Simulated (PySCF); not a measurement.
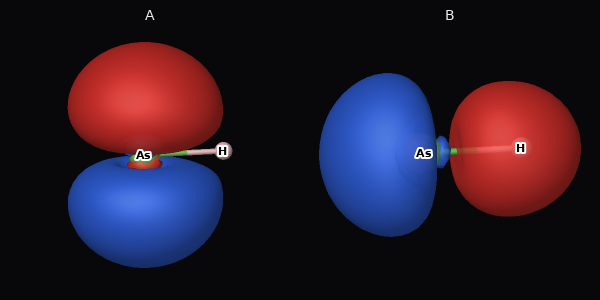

AsH (triplet). Two frontier α-spin orbitals, each drawn at the value that holds 80 % of its norm (red and blue are the two phases), in no order; of a degenerate pair one member is drawn.

Theory: PBE0/6-31G(d,p), non-relativistic, at a bond length of 1.534 Å in PySCF 2.14.0.

Q: Label each orbital by symmetry, say whether it is occupied, and order them by energy.

A: Orbital B: σ, occupied in this spin, −9.47 eV; shared between the atoms (As 70 %, H 30 %).
Orbital A: π, occupied in this spin, −6.98 eV; almost wholly on As.
